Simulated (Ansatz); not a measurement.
## Thickness series in MgTe

Consider MgTe in the wurtzite structure (space group P6_3mc, No. 186; a = 4.5609 Å, c = 7.4130 Å). Axes: x lies along a and z along c of the hexagonal cell.

Free-standing slabs (4 atom(s) a layer) normal to the y axis with 15 Å of vacuum; in-plane cell held at bulk.

Computed with PBEsol (Ansatz, a program for electronic structure; PAW; 420 eV plane waves; no spin-orbit coupling).

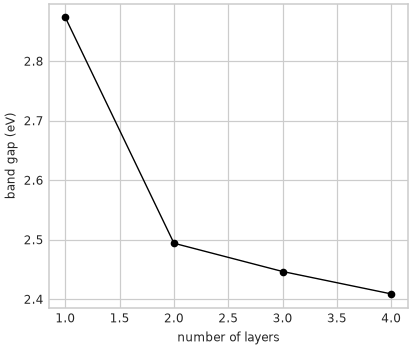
Fig. 1. Band gap against number of layers

```
number of layers  band gap
----------------  --------
1                  2.87 eV
2                  2.49 eV
3                  2.45 eV
4                  2.41 eV
```

With Te present, leaving out spin-orbit coupling can change the band edges. Stability against distortions was not tested.
